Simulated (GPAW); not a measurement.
# B K-edge XANES of CrB (Cmcm), part 3 of 3

What does one-electron theory with a core hole give for the B K edge of CrB (Cmcm)?

GPAW 26.7.0; X-ray absorption from dipole matrix elements to empty bands, plane-wave PAW LDA.

So far. Step 5 (Spectrum with XCH, B atom 3): Main maxima below 24 eV (height): 3.3 eV (1.65) and 7.6 eV (1.57).  Step 5 (Spectrum with XCH, B atom 3): The total-energy difference is 185.19 eV.

## Step 7: Spectrum with XCH, B atom 3

A smaller cell brings the holes closer; here they are 4.2 Å apart.

Changed against the first core-hole run: supercell atoms from 28 to 12; the field's mesh follows (3×3×3 to 4×4×4).

Input file xas.py:

```python
import numpy as np
from ase import Atoms
from ase.parallel import parprint, paropen
from gpaw import GPAW, PW, FermiDirac, Mixer, MixerDif, setup_paths
from gpaw.test import gen
setup_paths.insert(0, '.')
gen('B', name='fch1s', xcname='LDA', corehole=(1, 0, 1), write_xml=True)
from gpaw.mpi import world
world.barrier()

atoms = Atoms('Cr6B6',
    cell=[[-2.969, 0, -2.932],
     [-1.4845, -3.929, 2.932],
     [-1.4845, 3.929, 2.932]],
    scaled_positions=[[0.58333333, 0.56116667, 0.27216667],
     [0.25, 0.8945, 0.6055],
     [0.91666667, 0.22783333, 0.93883333],
     [0.41666667, 0.43883333, 0.72783333],
     [0.08333333, 0.77216667, 0.06116667],
     [0.75, 0.1055, 0.3945],
     [0.58333333, 0.85166667, 0.98166667],
     [0.25, 0.185, 0.315],
     [0.91666667, 0.51833333, 0.64833333],
     [0.41666667, 0.14833333, 0.01833333],
     [0.08333333, 0.48166667, 0.35166667],
     [0.75, 0.815, 0.685]],
    magmoms=[3.0, 3.0, 3.0, 3.0, 3.0, 3.0, 0.0, 0.0, 0.0, 0.0, 0.0, 0.0],
    pbc=True)
atoms.calc = calc = GPAW(legacy_gpaw=True, mode=PW(430), xc='LDA', setups={6: 'fch1s'},
    kpts={'size': (4, 4, 4), 'gamma': True}, occupations=FermiDirac(0.1),
    charge=-1, mixer=MixerDif(0.05, 8, 50), maxiter=150,
    convergence={'density': 0.0001}, txt='scf.txt')
energy = atoms.get_potential_energy() + calc.get_reference_energy()
ef = calc.get_fermi_level()
out = dict(energy=energy, fermi=ef, forces=atoms.get_forces().tolist(), magmoms=atoms.get_magnetic_moments().tolist())
parprint(f'all-electron energy {energy:.4f} eV, Fermi level {ef:.4f} eV')
ev = np.array([[calc.get_eigenvalues(k, s) for k in range(len(calc.get_ibz_k_points()))] for s in range(calc.get_number_of_spins())])
out['homo'], out['lumo'], out['counts'] = ev[ev < ef].max(), ev[ev > ef].min(), sorted(set((ev < ef).sum((0, 2)).tolist()))
out['filled'] = (ev[:, 0] < ef).sum(1).tolist()

from ase.units import Ha
from gpaw.xas import dipole_matrix_elements
nb = int(calc.get_number_of_electrons() / 2) + 94
top, nb = nb, nb + 8 + nb // 12
nscf = calc.fixed_density(kpts={'size': (5, 4, 4), 'gamma': True}, nbands=nb,
    convergence={'bands': top, 'eigenstates': 1e-5}, maxiter=60, txt='nscf.txt')
cell = atoms.cell.array
ops = [cell.T @ U.T @ np.linalg.inv(cell.T) for U in nscf.wfs.kd.symmetry.op_scc]
E = np.arange(-6, 34, 0.1)
fwhm = np.interp(E, [4, 25], [0.9, 3.5])
Y, X, zero, highest = 0, 0, 1e9, 1e9
for spin in range(nscf.get_number_of_spins()):
    wfs = nscf.wfs
    A = dipole_matrix_elements(wfs.setups[6])
    eps = np.zeros((wfs.kd.nibzkpts, nb))
    d = np.zeros((3, A.shape[1], wfs.kd.nibzkpts, nb), complex)
    for kpt in wfs.kpt_u:
        if kpt.s == spin and 6 in kpt.P_ani:
            eps[kpt.k] = kpt.eps_n * Ha
            d[:, :, kpt.k] = (kpt.weight * wfs.nspins / 2) ** 0.5 * np.inner(A, kpt.P_ani[6])
    world.sum(eps)
    world.sum(d)
    T = np.einsum('amkn,bmkn->abkn', d, d.conj()).real
    T = sum(np.einsum('ai,ijkn,bj->abkn', R, T, R) for R in ops) / len(ops)
    empty = eps > ef
    zero, highest = min(zero, eps[empty].min()), min(highest, eps[:, top - 1].min())
    lines = [(eps, T, empty)] if spin == 0 else lines + [(eps, T, empty)]
for eps, T, empty in lines:
    f = np.einsum('aakn->akn', T).reshape(3, -1)
    x = eps.ravel() - zero
    w = np.interp(x, E, fwhm) / 2.35482
    g = np.exp(-0.5 * ((E[:, None] - x) / w) ** 2) / (w * (2 * np.pi) ** 0.5)
    Y = Y + (f * empty.ravel()) @ g.T
    X = X + (f * ~empty.ravel()) @ g.T
out.update(E=E.round(2).tolist(), xas=Y.tolist(), xes=X.tolist(), zero=zero, valid=highest - zero, nk=len(eps), nb=nb)
for i in range(0, len(E), 10):
    parprint(f'{E[i]:7.2f}', *(f'{v:10.3e}' for v in Y[:, i]))
import json
with paropen('out.json', 'w') as f:
    json.dump(out, f)
```

On the command line:

```bash
> OMP_NUM_THREADS=1 mpirun -n 4 gpaw python xas.py
```

Numbers of over 12 decimals in the logs are rounded to 6 here.

The log of the run:

```text
Input parameters:
  charge: -1
  convergence: {density: 0.0001}
  kpts: {gamma: True,
         size: (4, 4, 4)}
  maxiter: 150
  mixer: {backend: pulay,
          beta: 0.05,
          method: difference,
          nmaxold: 8,
          weight: 50}
  mode: {ecut: 430.0,
         name: pw}
  occupations: {fixmagmom: False,
                name: fermi-dirac,
                width: 0.1}
  setups: {6: fch1s}

[...]
2s:      -0.864526    -0.865247
2p:      -0.653666    -0.654690
*d:                   -0.075592
*f:                   -0.015154
-------------------------------
all-electron energy -175064.9491 eV, Fermi level 11.7275 eV
  -6.00  5.743e-59  6.498e-59  3.121e-59
  -5.00  1.563e-42  1.592e-42  7.998e-43
  -4.00  4.687e-29  4.292e-29  2.272e-29
  -3.00  1.572e-18  1.307e-18  7.412e-19
[...]
32.00  5.328e-04  4.712e-04  4.513e-04
  33.00  5.331e-04  4.482e-04  4.088e-04
[key lines of the parts left out:]
Converged after 60 iterations.
Dipole moment: (-0.251054, 0.494607, 0.395090) |e|*Ang
Free energy:   -134.178741
Fermi level: 11.72752
```

Run time: 4.4 min. Hardware: 4 MPI ranks of Arm Neoverse V1, shared host; peak memory 0.54 GiB; 18 min of CPU time.

These settings depart from the first run's and aren't meant as converged.

The scaled spectrum changes by 5 % r.m.s. The highest intensity below 16 eV goes from 3.3 eV (1.65) to 3.7 eV (1.74).

| E (eV) | first run | this run |
| --- | --- | --- |
| -2.0 | 0.00 | 0.00 |
| -0.5 | 0.05 | 0.05 |
| 1.0 | 0.87 | 0.88 |
| 2.5 | 1.21 | 1.19 |
| 4.0 | 1.51 | 1.68 |
| 5.5 | 0.99 | 0.93 |
| 7.0 | 1.25 | 1.29 |
| 8.5 | 1.31 | 1.28 |
| 10.0 | 1.21 | 1.25 |
| 11.5 | 1.03 | 1.01 |
| 13.0 | 0.86 | 0.85 |
| 14.5 | 0.82 | 0.81 |
| 16.0 | 0.72 | 0.74 |
| 17.5 | 0.71 | 0.70 |
| 19.0 | 0.64 | 0.65 |
| 20.5 | 0.57 | 0.55 |
| 22.0 | 0.40 | 0.38 |
| 23.5 | 0.37 | 0.38 |
| 25.0 | 0.45 | 0.45 |
| 26.5 | 0.51 | 0.51 |

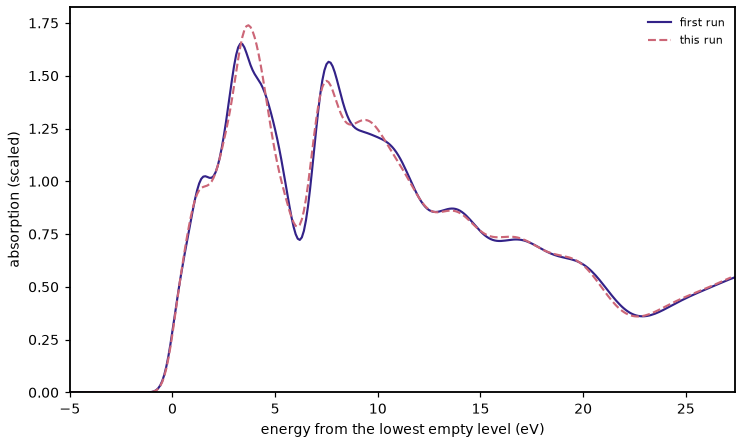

This run beside the first core-hole run.

## Step 8: Supercell without a hole, the energy reference

The cell, mesh and cutoff change for the next run, so it gets a reference energy of its own.

Input file scf.py:

```python
import numpy as np
from ase import Atoms
from ase.parallel import parprint, paropen
from gpaw import GPAW, PW, FermiDirac, Mixer, MixerDif, setup_paths
from gpaw.test import gen
setup_paths.insert(0, '.')
gen('B', name='nch1s', xcname='LDA', corehole=(1, 0, 0), write_xml=True)
from gpaw.mpi import world
world.barrier()

atoms = Atoms('Cr14B14',
    cell=[[-5.938, 0, 2.932],
     [-4.4535, 3.929, -2.932],
     [-4.4535, -3.929, -2.932]],
    scaled_positions=[[0.96428571, 0.21264286, 0.50164286],
     [0.25, 0.3555, 0.6445],
     [0.53571429, 0.49835714, 0.78735714],
     [0.10714286, 0.78407143, 0.07307143],
     [0.82142857, 0.64121429, 0.93021429],
     [0.39285714, 0.92692857, 0.21592857],
     [0.67857143, 0.06978571, 0.35878571],
     [0.17857143, 0.35878571, 0.06978571],
     [0.46428571, 0.50164286, 0.21264286],
     [0.75, 0.6445, 0.3555],
     [0.32142857, 0.93021429, 0.64121429],
     [0.03571429, 0.78735714, 0.49835714],
     [0.60714286, 0.07307143, 0.78407143],
     [0.89285714, 0.21592857, 0.92692857],
     [0.96428571, 0.92214286, 0.79214286],
     [0.25, 0.065, 0.935],
     [0.53571429, 0.20785714, 0.07785714],
     [0.10714286, 0.49357143, 0.36357143],
     [0.82142857, 0.35071429, 0.22071429],
     [0.39285714, 0.63642857, 0.50642857],
     [0.67857143, 0.77928571, 0.64928571],
     [0.17857143, 0.64928571, 0.77928571],
     [0.46428571, 0.79214286, 0.92214286],
     [0.75, 0.935, 0.065],
     [0.32142857, 0.22071429, 0.35071429],
     [0.03571429, 0.07785714, 0.20785714],
     [0.60714286, 0.36357143, 0.49357143],
     [0.89285714, 0.50642857, 0.63642857]],
    magmoms=[3.0, 3.0, 3.0, 3.0, 3.0, 3.0, 3.0, 3.0, 3.0, 3.0, 3.0, 3.0, 3.0, 3.0, 0.0, 0.0, 0.0, 0.0, 0.0, 0.0, 0.0, 0.0, 0.0, 0.0, 0.0, 0.0, 0.0, 0.0],
    pbc=True)
atoms.calc = calc = GPAW(legacy_gpaw=True, mode=PW(120), xc='LDA', setups={14: 'nch1s'},
    kpts={'size': (3, 3, 3), 'gamma': True}, occupations=FermiDirac(0.1),
    charge=0, mixer=MixerDif(0.05, 8, 50), maxiter=150,
    convergence={'density': 0.0001}, txt='scf.txt')
energy = atoms.get_potential_energy() + calc.get_reference_energy()
ef = calc.get_fermi_level()
out = dict(energy=energy, fermi=ef, forces=atoms.get_forces().tolist(), magmoms=atoms.get_magnetic_moments().tolist())
parprint(f'all-electron energy {energy:.4f} eV, Fermi level {ef:.4f} eV')
ev = np.array([[calc.get_eigenvalues(k, s) for k in range(len(calc.get_ibz_k_points()))] for s in range(calc.get_number_of_spins())])
out['homo'], out['lumo'], out['counts'] = ev[ev < ef].max(), ev[ev > ef].min(), sorted(set((ev < ef).sum((0, 2)).tolist()))
out['filled'] = (ev[:, 0] < ef).sum(1).tolist()
import json
with paropen('out.json', 'w') as f:
    json.dump(out, f)
```

On the command line:

```bash
> OMP_NUM_THREADS=1 mpirun -n 4 gpaw python scf.py
```

The log of the run:

```text
Input parameters:
  convergence: {density: 0.0001}
  kpts: {gamma: True,
         size: (3, 3, 3)}
  maxiter: 150
  mixer: {backend: pulay,
          beta: 0.05,
          method: difference,
          nmaxold: 8,
          weight: 50}
  mode: {ecut: 120.0,
         name: pw}
  occupations: {fixmagmom: False,
                name: fermi-dirac,
                width: 0.1}
  setups: {14: nch1s}

Initialize ...

[...]
2s(2) :    -0.344821     1.005361
*s    :     0.655179
2p(1) :    -0.136481     0.982498
*p    :     0.863519
*d    :     0.000000
--------------------------------

Diagonalizing with gridspacing h=0.050

state   all-electron     PAW
-------------------------------
2s:      -0.344821    -0.345234
2p:      -0.136481    -0.136840
*d:                    0.041809
*f:                    0.072211
-------------------------------
all-electron energy -408634.0803 eV, Fermi level 13.3370 eV
[key lines of the parts left out:]
Converged after 19 iterations.
Dipole moment: (0.000000, -0.000000, 0.000000) |e|*Ang
Free energy:    +15.824320
Fermi level: 13.33695
```

Run time: 54 s. Hardware: 4 MPI ranks; peak memory 0.3 GiB.

The run finished; it serves as a test, and its numbers are not taken as the result.

## Step 9: Spectrum with XCH, B atom 3

Another set-up is tried: cutoff (eV) to 120.

xas.py: that of step 7 with these lines changed.

```diff
@@ -10,22 +10,38 @@
 
-atoms = Atoms('Cr6B6',
-    cell=[[-2.969, 0, -2.932],
-     [-1.4845, -3.929, 2.932],
-     [-1.4845, 3.929, 2.932]],
-    scaled_positions=[[0.58333333, 0.56116667, 0.27216667],
-     [0.25, 0.8945, 0.6055],
-     [0.91666667, 0.22783333, 0.93883333],
-     [0.41666667, 0.43883333, 0.72783333],
-     [0.08333333, 0.77216667, 0.06116667],
-     [0.75, 0.1055, 0.3945],
-     [0.58333333, 0.85166667, 0.98166667],
-     [0.25, 0.185, 0.315],
-     [0.91666667, 0.51833333, 0.64833333],
-     [0.41666667, 0.14833333, 0.01833333],
-     [0.08333333, 0.48166667, 0.35166667],
-     [0.75, 0.815, 0.685]],
-    magmoms=[3.0, 3.0, 3.0, 3.0, 3.0, 3.0, 0.0, 0.0, 0.0, 0.0, 0.0, 0.0],
+atoms = Atoms('Cr14B14',
+    cell=[[-5.938, 0, 2.932],
+     [-4.4535, 3.929, -2.932],
+     [-4.4535, -3.929, -2.932]],
+    scaled_positions=[[0.96428571, 0.21264286, 0.50164286],
+     [0.25, 0.3555, 0.6445],
+     [0.53571429, 0.49835714, 0.78735714],
+     [0.10714286, 0.78407143, 0.07307143],
+     [0.82142857, 0.64121429, 0.93021429],
+     [0.39285714, 0.92692857, 0.21592857],
+     [0.67857143, 0.06978571, 0.35878571],
+     [0.17857143, 0.35878571, 0.06978571],
+     [0.46428571, 0.50164286, 0.21264286],
+     [0.75, 0.6445, 0.3555],
+     [0.32142857, 0.93021429, 0.64121429],
+     [0.03571429, 0.78735714, 0.49835714],
+     [0.60714286, 0.07307143, 0.78407143],
+     [0.89285714, 0.21592857, 0.92692857],
+     [0.96428571, 0.92214286, 0.79214286],
+     [0.25, 0.065, 0.935],
+     [0.53571429, 0.20785714, 0.07785714],
+     [0.10714286, 0.49357143, 0.36357143],
+     [0.82142857, 0.35071429, 0.22071429],
+     [0.39285714, 0.63642857, 0.50642857],
+     [0.67857143, 0.77928571, 0.64928571],
+     [0.17857143, 0.64928571, 0.77928571],
+     [0.46428571, 0.79214286, 0.92214286],
+     [0.75, 0.935, 0.065],
+     [0.32142857, 0.22071429, 0.35071429],
+     [0.03571429, 0.07785714, 0.20785714],
+     [0.60714286, 0.36357143, 0.49357143],
+     [0.89285714, 0.50642857, 0.63642857]],
+    magmoms=[3.0, 3.0, 3.0, 3.0, 3.0, 3.0, 3.0, 3.0, 3.0, 3.0, 3.0, 3.0, 3.0, 3.0, 0.0, 0.0, 0.0, 0.0, 0.0, 0.0, 0.0, 0.0, 0.0, 0.0, 0.0, 0.0, 0.0, 0.0],
     pbc=True)
-atoms.calc = calc = GPAW(legacy_gpaw=True, mode=PW(430), xc='LDA', setups={6: 'fch1s'},
-    kpts={'size': (4, 4, 4), 'gamma': True}, occupations=FermiDirac(0.1),
+atoms.calc = calc = GPAW(legacy_gpaw=True, mode=PW(120), xc='LDA', setups={14: 'fch1s'},
+    kpts={'size': (3, 3, 3), 'gamma': True}, occupations=FermiDirac(0.1),
     charge=-1, mixer=MixerDif(0.05, 8, 50), maxiter=150,
@@ -42,5 +58,5 @@
 from gpaw.xas import dipole_matrix_elements
-nb = int(calc.get_number_of_electrons() / 2) + 94
+nb = int(calc.get_number_of_electrons() / 2) + 215
 top, nb = nb, nb + 8 + nb // 12
-nscf = calc.fixed_density(kpts={'size': (5, 4, 4), 'gamma': True}, nbands=nb,
+nscf = calc.fixed_density(kpts={'size': (4, 4, 4), 'gamma': True}, nbands=nb,
     convergence={'bands': top, 'eigenstates': 1e-5}, maxiter=60, txt='nscf.txt')
@@ -53,3 +69,3 @@
     wfs = nscf.wfs
-    A = dipole_matrix_elements(wfs.setups[6])
+    A = dipole_matrix_elements(wfs.setups[14])
     eps = np.zeros((wfs.kd.nibzkpts, nb))
@@ -57,5 +73,5 @@
     for kpt in wfs.kpt_u:
-        if kpt.s == spin and 6 in kpt.P_ani:
+        if kpt.s == spin and 14 in kpt.P_ani:
             eps[kpt.k] = kpt.eps_n * Ha
-            d[:, :, kpt.k] = (kpt.weight * wfs.nspins / 2) ** 0.5 * np.inner(A, kpt.P_ani[6])
+            d[:, :, kpt.k] = (kpt.weight * wfs.nspins / 2) ** 0.5 * np.inner(A, kpt.P_ani[14])
     world.sum(eps)
```

On the command line:

```bash
> OMP_NUM_THREADS=1 mpirun -n 4 gpaw python xas.py
```

The log of the run:

```text
Input parameters:
  charge: -1
  convergence: {density: 0.0001}
  kpts: {gamma: True,
         size: (3, 3, 3)}
  maxiter: 150
  mixer: {backend: pulay,
          beta: 0.05,
          method: difference,
          nmaxold: 8,
          weight: 50}
  mode: {ecut: 120.0,
         name: pw}
  occupations: {fixmagmom: False,
                name: fermi-dirac,
                width: 0.1}
  setups: {14: fch1s}

[...]
2s:      -0.864526    -0.865247
2p:      -0.653666    -0.654690
*d:                   -0.075592
*f:                   -0.015154
-------------------------------
all-electron energy -408443.4350 eV, Fermi level 13.4556 eV
  -6.00  2.570e-59  2.232e-59  2.972e-59
  -5.00  6.935e-43  5.936e-43  7.391e-43
  -4.00  2.086e-29  1.720e-29  2.028e-29
  -3.00  7.184e-19  5.522e-19  6.314e-19
[...]
32.00  3.506e-04  3.684e-04  3.369e-04
  33.00  3.347e-04  3.479e-04  3.007e-04
[key lines of the parts left out:]
Converged after 21 iterations.
Dipole moment: (-2.208441, 0.483910, 0.253825) |e|*Ang
Free energy:     +1.612016
Fermi level: 13.45559
```

Run time: 4.4 min. Hardware: 4 MPI ranks; peak memory 0.5 GiB; 18 min of CPU time.

The run finished. A setting was moved off its sound value on purpose, so it serves as a test and not as the result.

The fault put into the input: the cutoff is far too low.

The scaled spectrum changes by 23 % r.m.s. Another feature, at 4.5 eV (1.30), becomes the highest below 16 eV; the one at 3.3 eV (1.65) is now at 3.0 eV (1.20).

| E (eV) | first run | this run |
| --- | --- | --- |
| -2.0 | 0.00 | 0.00 |
| -0.5 | 0.05 | 0.05 |
| 1.0 | 0.87 | 0.46 |
| 2.5 | 1.21 | 1.04 |
| 4.0 | 1.51 | 1.20 |
| 5.5 | 0.99 | 1.18 |
| 7.0 | 1.25 | 1.24 |
| 8.5 | 1.31 | 1.10 |
| 10.0 | 1.21 | 1.14 |
| 11.5 | 1.03 | 1.09 |
| 13.0 | 0.86 | 1.06 |
| 14.5 | 0.82 | 1.01 |
| 16.0 | 0.72 | 0.95 |
| 17.5 | 0.71 | 0.88 |
| 19.0 | 0.64 | 0.74 |
| 20.5 | 0.57 | 0.60 |
| 22.0 | 0.40 | 0.51 |
| 23.5 | 0.37 | 0.50 |
| 25.0 | 0.45 | 0.53 |
| 26.5 | 0.51 | 0.57 |

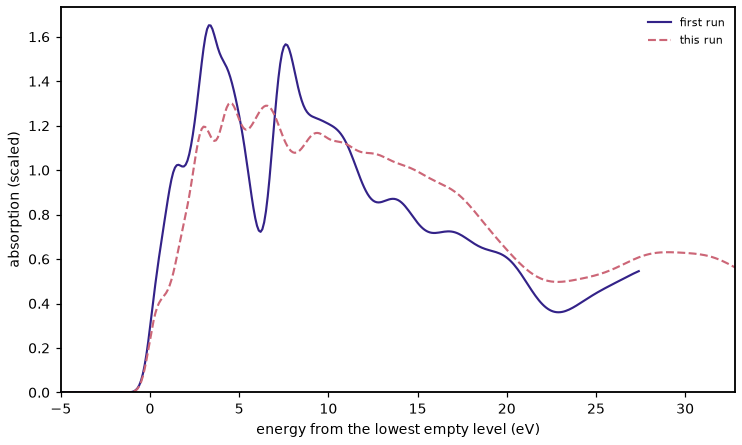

This run beside the first core-hole run.

## Step 10: What the core hole does

Both curves are counted from their own zero, so only the shift of weight within the empty states shows.

| E (eV) | no hole | XCH |
| --- | --- | --- |
| -2.0 | 0.00 | 0.00 |
| -1.0 | 0.00 | 0.00 |
| 0.0 | 0.16 | 0.29 |
| 1.0 | 0.44 | 0.87 |
| 2.0 | 0.59 | 1.02 |
| 3.0 | 0.78 | 1.55 |
| 4.0 | 0.92 | 1.51 |
| 5.0 | 0.97 | 1.24 |
| 6.0 | 1.29 | 0.75 |
| 7.0 | 1.00 | 1.25 |
| 8.0 | 0.81 | 1.48 |
| 9.0 | 1.01 | 1.25 |
| 10.0 | 1.17 | 1.21 |
| 11.0 | 1.37 | 1.12 |
| 12.0 | 1.45 | 0.92 |
| 13.0 | 1.19 | 0.86 |
| 14.0 | 1.15 | 0.86 |
| 15.0 | 1.16 | 0.76 |
| 16.0 | 1.04 | 0.72 |
| 17.0 | 1.01 | 0.72 |
| 18.0 | 1.02 | 0.68 |
| 19.0 | 0.98 | 0.64 |
| 20.0 | 0.93 | 0.61 |
| 21.0 | 0.84 | 0.51 |
| 22.0 | 0.67 | 0.40 |
| 23.0 | 0.53 | 0.36 |
| 24.0 | 0.49 | 0.40 |
| 25.0 | 0.52 | 0.45 |
| 26.0 | 0.55 | 0.49 |
| 27.0 | 0.59 | 0.53 |

With each curve scaled to its own mean, the area from −2 to 6 eV with the hole is 6.9 against 4.5, and the centre of weight from −1 to 20 eV moves by -1.8 eV: the hole pulls the absorber's empty states down.

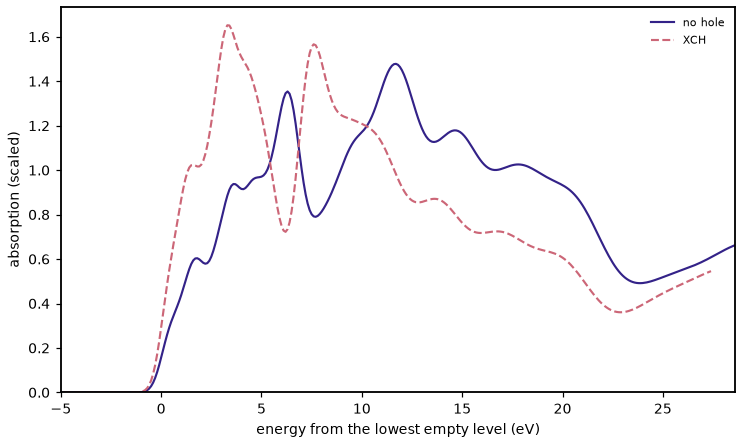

The B K edge with and without the core hole, each from its own zero; the highest intensity below 16 eV lies at 3.3 eV with the hole.

## Step 11: What came out

```json
{"absorber and edge": "B K, atom 3 of the ground-state input (counted from 1)", "surroundings": "2 B at 1.79 Å, 4 Cr at 2.18 Å, 2 Cr at 2.22 Å and 1 Cr at 2.28 Å (9-fold, site symmetry m2m)", "highest intensity below 16 eV": "3.3 eV above the zero, height 1.65", "photon energy of the zero (spin-polarised hole, raw)": "185.2 eV (LDA puts this hole about 2 eV below PBE, itself good to a few eV)"}
```

The B K edge of atom 3, with 2 B at 1.79 Å, 4 Cr at 2.18 Å, 2 Cr at 2.22 Å and 1 Cr at 2.28 Å (9-fold, site symmetry m2m), has its highest intensity of the first 16 eV at 3.3 eV above the zero, near 188 eV in photon energy (LDA puts this hole about 2 eV below PBE, itself good to a few eV), 1.7 times the mean level of the first 20 eV (Gaussian full width 0.9 eV up to 4 eV, rising linearly to 3.5 eV at 25 eV). With each curve scaled to its own mean, the area from −2 to 6 eV with the hole is 6.9 against 4.5, and the centre of weight from −1 to 20 eV moves by -1.8 eV: the hole pulls the absorber's empty states down. A cell with holes 4.2 Å apart changes the curve by 5 % r.m.s. (5 % after the best shift). At the B K edge of atom 3 polarisation matters most near 4.8 eV, where the curves differ by 2.8 on this scale. The hole lies in one spin channel, while the script sums the empty states of both and takes the lower zero; where the two channels are split, this blurs and shifts the curve. The starting moments shrank to 0.00 μB or less, so this is hardly a magnetic state. The mesh is coarse (0.27 Å⁻¹ between points), so small maxima may be mesh ripples. The structure is a published determination, not relaxed.

[Banner, clock and machine lines of the logs are left out without a mark of their own.]

[Logs are printed without paths, hosts, clocks, repeated set-up lines and the standing remarks that a program may print on its own settings, such as how far it seeks lower states.]

[Hosts, paths, dates, database ids (printed as entryN), source tags and the programs' standing remarks are cut or masked in the printed files.]

[Lists of maxima count a maximum above −3 eV only where it reaches 4 % of the highest in the window and stands out from its surroundings by 2 % of it (1.5 % where it reaches 55 %); shoulders and weaker maxima are passed over, and of the rest the first, up to two pre-edge ones and the few strongest are named.]
